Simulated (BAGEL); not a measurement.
**C3H4OSi (SMILES O=CC#C[SiH3]) at PBE0/cc-pVDZ (density fitting with qzvpp-jkfit)**

Aim: the energy change on altering one bond length of C3H4OSi at PBE0/cc-pVDZ (density fitting with qzvpp-jkfit), from 2 runs. 

The calculation is run with BAGEL 1.2.2.

**1. The molecule**

C3H4OSi has 9 atoms, charge 0, and is taken as a singlet. SMILES: `O=CC#C[SiH3]`. The coordinates come from a GFN2-xTB relaxation.

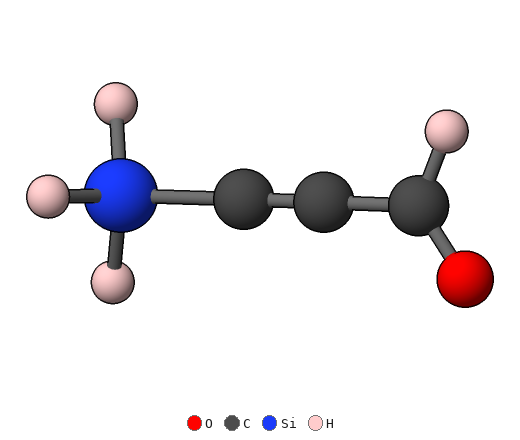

Viewed from a chosen angle; oxygen red, carbon dark grey, silicon blue, hydrogen pink.

**2. A single-point energy at PBE0/cc-pVDZ (density fitting with qzvpp-jkfit)**

calc.json

```json
{ "bagel": [

{
  "title": "molecule",
  "basis": "cc-pvdz.json",
  "df_basis": "qzvpp-jkfit",
  "angstrom": "true",
  "geometry": [
    { "atom": "O", "xyz": [    3.294500,    0.383470,    0.040330 ] },
    { "atom": "C", "xyz": [    2.280410,    0.847760,   -0.409510 ] },
    { "atom": "C", "xyz": [    0.960580,    0.359370,   -0.169700 ] },
    { "atom": "C", "xyz": [   -0.157070,   -0.060270,    0.028790 ] },
    { "atom": "Si", "xyz": [   -1.867720,   -0.706860,    0.342360 ] },
    { "atom": "H", "xyz": [    2.288030,    1.733740,   -1.078320 ] },
    { "atom": "H", "xyz": [   -1.752600,   -2.136820,    0.624020 ] },
    { "atom": "H", "xyz": [   -2.653960,   -0.456330,   -0.866360 ] },
    { "atom": "H", "xyz": [   -2.392170,    0.035930,    1.488380 ] }
  ]
},
{
  "title": "ks",
  "xc_func": "pbe0",
  "charge": 0
},
{
  "title": "print",
  "file": "orbitals.molden",
  "orbitals": "true"
}

]}
```

The basis set cc-pVDZ is read from a file made from the Basis Set Exchange's data (not shown).

The run is started by

```bash
$ BAGEL_NUM_THREADS=1 BAGEL calc.json > calc.out
```

Output:

```text
* using 1 threads per process

  ===============================================================
  ===============================================================

  *** Geometry ***

  { "atom" : "O", "xyz" : [      6.225703,      0.724653,      0.076213 ] },
  { "atom" : "C", "xyz" : [      4.309350,      1.602034,     -0.773862 ] },
  { "atom" : "C", "xyz" : [      1.815233,      0.679111,     -0.320687 ] },
  { "atom" : "C", "xyz" : [     -0.296819,     -0.113894,      0.054405 ] },
  { "atom" : "Si", "xyz" : [     -3.529479,     -1.335772,      0.646967 ] },
  { "atom" : "H", "xyz" : [      4.323750,      3.276294,     -2.037729 ] },
  { "atom" : "H", "xyz" : [     -3.311934,     -4.038005,      1.179227 ] },
  { "atom" : "H", "xyz" : [     -5.015258,     -0.862339,     -1.637183 ] },
  { "atom" : "H", "xyz" : [     -4.520546,      0.067898,      2.812631 ] },

  Number of auxiliary basis functions:      502

  Since a DF basis is specified, we compute 2- and 3-index integrals:
    o Being stored without compression. Storage requirement is 0.035 GB

  Number of basis functions:       94
  Number of electrons      :       44

    * METHOD: MOLECULE                             0.24

  *** Kohn-Sham DFT ***

    * Removing 15194 points whose weight is below 1.00e-10
    * Grid points: 118960

  === Nuclear Repulsion ===
   170.2843611361

       - DIIS with orbital gradients will be used.

  === KS iteration (pbe0 / cc-pvdz.json) ===
      0       -451.01471813          0.08849798           0.42
      1       -406.49293167          0.11088297           0.40
      2       -280.20085707          0.19092859           0.40
      3       -459.77647339          0.08475400           0.40
      4       -475.14420651          0.06820895           0.39
      5       -480.76056784          0.01899698           0.40
      6       -480.83342674          0.01632132           0.40
      7       -480.97675015          0.00711673           0.40
      8       -480.99109212          0.00628953           0.40
      9       -481.01267293          0.00096931           0.40
     10       -481.01334110          0.00018746           0.40
     11       -481.01336920          0.00005929           0.40
     12       -481.01337145          0.00002765           0.41
     13       -481.01337186          0.00000783           0.41
     14       -481.01337190          0.00000197           0.41
     15       -481.01337190          0.00000213           0.41
     16       -481.01337190          0.00000049           0.41
     17       -481.01337190          0.00000009           0.39
     18       -481.01337190          0.00000002           0.41
     19       -481.01337190          0.00000001           0.41
    * SCF iteration converged.

    * Permanent dipole moment:
           (    1.145456,    -0.137827,     0.216555) a.u.

    * METHOD: KS                                   8.73

    * METHOD: PRINT                                0.01

  ===============================================================
```

Wall time 9.3 s (1 thread of Arm Neoverse V2, shared host); peak memory 0.51 GiB.

**3. The distorted shape, same level**

input.json

```json
{ "bagel": [

{
  "title": "molecule",
  "basis": "cc-pvdz.json",
  "df_basis": "qzvpp-jkfit",
  "angstrom": true,
  "geometry": [
    { "atom": "O", "xyz": [    3.373181,    0.272033,   -0.131602 ] },
    { "atom": "C", "xyz": [    2.359091,    0.736323,   -0.581442 ] },
    { "atom": "C", "xyz": [    1.039261,    0.247933,   -0.341632 ] },
    { "atom": "C", "xyz": [   -0.078389,   -0.171707,   -0.143142 ] },
    { "atom": "Si", "xyz": [   -1.789039,   -0.818297,    0.170428 ] },
    { "atom": "H", "xyz": [    2.366711,    1.622303,   -1.250252 ] },
    { "atom": "H", "xyz": [   -1.673919,   -2.248257,    0.452088 ] },
    { "atom": "H", "xyz": [   -2.575279,   -0.567767,   -1.038292 ] },
    { "atom": "H", "xyz": [   -2.392170,    0.035930,    1.488380 ] }
  ]
},
{
  "title": "ks",
  "xc_func": "pbe0"
},
{
  "title": "print",
  "file": "orbitals.molden",
  "orbitals": true
}

]}
```

The basis set cc-pVDZ is read from a file made from the Basis Set Exchange's data (not shown).

The run is started by

```bash
$ BAGEL_NUM_THREADS=1 BAGEL input.json > input.out
```

Output:

```text
* using 1 threads per process

  ===============================================================
  ===============================================================

  *** Geometry ***

  { "atom" : "O", "xyz" : [      6.374388,      0.514068,     -0.248692 ] },
  { "atom" : "C", "xyz" : [      4.458036,      1.391449,     -1.098766 ] },
  { "atom" : "C", "xyz" : [      1.963919,      0.468525,     -0.645591 ] },
  { "atom" : "C", "xyz" : [     -0.148134,     -0.324479,     -0.270499 ] },
  { "atom" : "Si", "xyz" : [     -3.380794,     -1.546357,      0.322062 ] },
  { "atom" : "H", "xyz" : [      4.472436,      3.065708,     -2.362634 ] },
  { "atom" : "H", "xyz" : [     -3.163248,     -4.248590,      0.854323 ] },
  { "atom" : "H", "xyz" : [     -4.866572,     -1.072924,     -1.962088 ] },
  { "atom" : "H", "xyz" : [     -4.520546,      0.067898,      2.812631 ] },

  Number of auxiliary basis functions:      502

  Since a DF basis is specified, we compute 2- and 3-index integrals:
    o Being stored without compression. Storage requirement is 0.035 GB

  Number of basis functions:       94
  Number of electrons      :       44

    * METHOD: MOLECULE                             0.25

  *** Kohn-Sham DFT ***

    * Removing 15004 points whose weight is below 1.00e-10
    * Grid points: 119150

  === Nuclear Repulsion ===
   169.4620184823

       - DIIS with orbital gradients will be used.

  === KS iteration (pbe0 / cc-pvdz.json) ===
      0       -451.16188465          0.08797833           0.43
      1       -406.68633317          0.10997396           0.41
      2       -280.93133133          0.19082574           0.41
      3       -459.93028721          0.08440920           0.41
      4       -475.21399296          0.06850267           0.41
      5       -480.78753112          0.01739064           0.41
      6       -480.80861219          0.01753224           0.40
      7       -480.98228401          0.00549110           0.41
      8       -480.99001445          0.00494238           0.41
      9       -481.00420882          0.00076798           0.41
     10       -481.00461816          0.00017859           0.40
     11       -481.00464654          0.00003216           0.41
     12       -481.00464719          0.00001212           0.41
     13       -481.00464728          0.00000460           0.41
     14       -481.00464730          0.00000063           0.41
     15       -481.00464730          0.00000036           0.41
     16       -481.00464730          0.00000027           0.41
     17       -481.00464730          0.00000005           0.41
     18       -481.00464730          0.00000005           0.40
     19       -481.00464730          0.00000001           0.40
     20       -481.00464730          0.00000000           0.40
    * SCF iteration converged.

    * Permanent dipole moment:
           (    1.085748,    -0.099532,     0.294117) a.u.

    * METHOD: KS                                   9.24

    * METHOD: PRINT                                0.01

  ===============================================================
```

Run time: 9.9 s. Hardware: 1 thread of Arm Neoverse V2, shared host; peak memory 0.51 GiB.

**4. Outcome**

Level: PBE0/cc-pVDZ (density fitting with qzvpp-jkfit).

```
                                                          quantity          value
                                         first shape: total energy  -481.01337 Eh
                                        first shape: dipole moment         2.98 D
                                          first shape: HOMO energy       -7.85 eV
                                          first shape: LUMO energy       -2.07 eV
                                        first shape: HOMO–LUMO gap        5.78 eV
                                     distorted shape: total energy  -481.00465 Eh
                                    distorted shape: dipole moment         2.87 D
                                      distorted shape: HOMO energy       -7.88 eV
                                      distorted shape: LUMO energy       -2.15 eV
                                    distorted shape: HOMO–LUMO gap        5.73 eV
energy change with the Si5–H9 bond stretched from 1.463 to 1.682 Å       0.237 eV
```

With the Si5–H9 bond stretched from 1.463 to 1.682 Å the energy rises by 0.24 eV (5.5 kcal/mol). The first shape isn't relaxed at this level, so the change isn't measured from a minimum.
